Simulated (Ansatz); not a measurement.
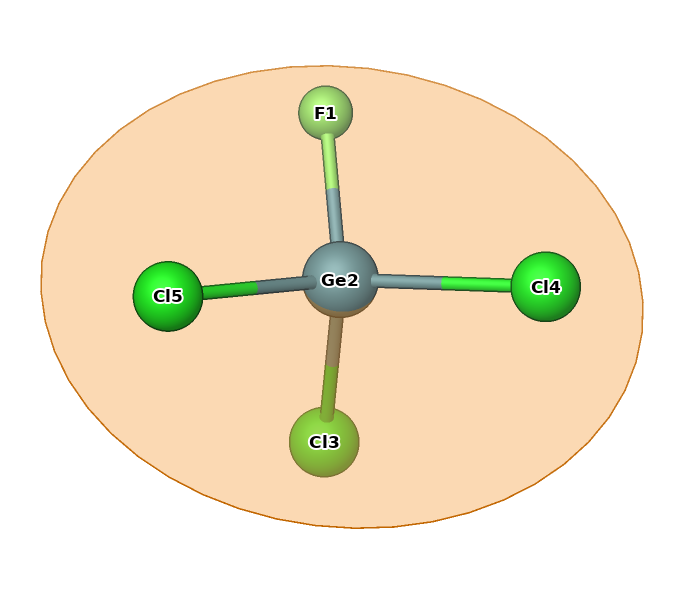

A disc through the centre of mass is drawn in. Atoms fade into the background with distance from the viewer. Computed geometry: PBE0-D4/def2-TZVP optimisation.

### Is the plane of the disc a mirror plane of the structure?

No. The point group is C3v, with 1 C3 axis and 3 mirror planes, and this plane isn't one of its mirror planes.
